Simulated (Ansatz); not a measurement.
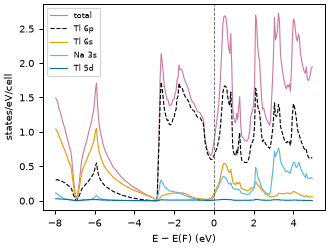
Figure: Total and projected density of states of NaTl in space group Fd-3m (No. 227; Na on 8b, Tl on 8a), the program Ansatz at the r²SCAN level (PAW)

Which orbitals carry the states next to the Fermi level?

Within 0.5 eV of the Fermi level: Tl 6p 72 %, Tl 6s 14 %, Na 3s 10 %. Projections are on Löwdin-orthogonalised atomic valence shells; empty p or d shells of many metals are not among them.

Where is the tallest occupied peak in this window, and what makes it?

Near -2.6 eV, about 2.1 states/eV per cell; the largest projected share is Tl 6p.

The workflow started from an entry of the Crystallography Open Database (COD). Whether it is the stable phase at ambient conditions was not checked. Symmetry was held in the r²SCAN relaxation; whether a distortion lowers the energy is not shown. Spin–orbit coupling is left out wherever it is not named.

Potentials: the later of the program's two PAW sets.
